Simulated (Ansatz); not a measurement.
**Carrier doping in hypothetical P6_3/mmc HgI2**

The reference is HgI$_{2}$ (space group P6_3/mmc, No. 194; a = 4.166 Å, c = 14.183 Å; a hypothetical phase, not in the database extracts checked).

Carriers are added at fixed cell with a uniform background; the Fermi–Dirac width is that of 300 K.

Method: PBE-D3(BJ) in Ansatz (plane waves to 420 eV, PAW, no SOC), earlier PAW set.

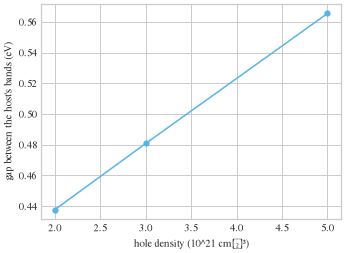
Figure: Gap between the host's bands against hole density

**Question.** From the plot, what is the gap between the host's bands for holes 2.0×10^21 cm⁻³?

**Answer.** About 0.44 eV.

**Question.** Is the trend monotonic over the range shown?

**Answer.** Yes, it rises throughout, spanning 0.44 eV to 0.57 eV.

Carriers are added with a uniform compensating background; total energy and stress of such cells depend on the potential's zero and are not compared; many-body gap narrowing is missing at this level. With Hg and I present, leaving out spin-orbit coupling can change the band edges. No phonon test of stability was made.

Ansatz is a first-principles code.
